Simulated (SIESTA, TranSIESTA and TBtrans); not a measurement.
Device: Ru chain with one W atom in place of Ru. Leads: straight Ru chain, spacing 2.25 Å. Geometry: as built, not relaxed.

Method: TranSIESTA and TBtrans, PBE, DZP numerical orbitals (energy shift 0.15 eV), PseudoDojo norm-conserving scalar-relativistic potentials, mesh cutoff 200 Ry, 300 K, spin-polarised (collinear), no spin-orbit coupling; self-consistent non-equilibrium Green functions.

Energies count from the leads' Fermi level. Transmissions are for each spin. The energy step is 0.01 eV; narrower resonances are cut or missed.

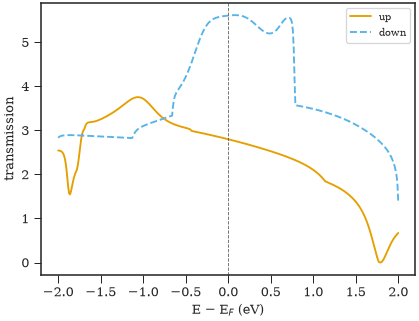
Figure. Transmission against energy

```csv
E (eV),T up,T down,lead channels up,down
-2.00,2.54,2.83,3,3
-1.80,2.01,2.89,3,3
-1.60,3.19,2.87,6,3
-1.40,3.35,2.85,6,3
-1.20,3.62,2.83,6,3
-1.00,3.72,3.10,6,4
-0.80,3.33,3.24,6,4
-0.60,3.11,3.89,6,band edge
-0.40,2.97,4.71,4,6
-0.20,2.89,5.50,4,6
0.00,2.80,5.61,4,6
0.20,2.70,5.57,4,6
0.40,2.59,5.27,4,6
0.60,2.46,5.35,4,6
0.80,2.31,3.57,4,4
1.00,2.10,3.49,4,4
1.20,1.79,3.38,3,4
1.40,1.57,3.22,3,4
1.60,1.07,3.01,3,4
1.80,0.0078,2.71,1,4
2.00,0.67,1.35,1,3
```

The magnetic order of the leads was set by the start, and no other order was tried; the separate lead runs end at 1.33 (left) and 1.33 (right) μB an atom. The straight chain is held at its spacing; free chains may zigzag or dimerise. Spin-orbit coupling, left out here, matters for the heavy atoms.
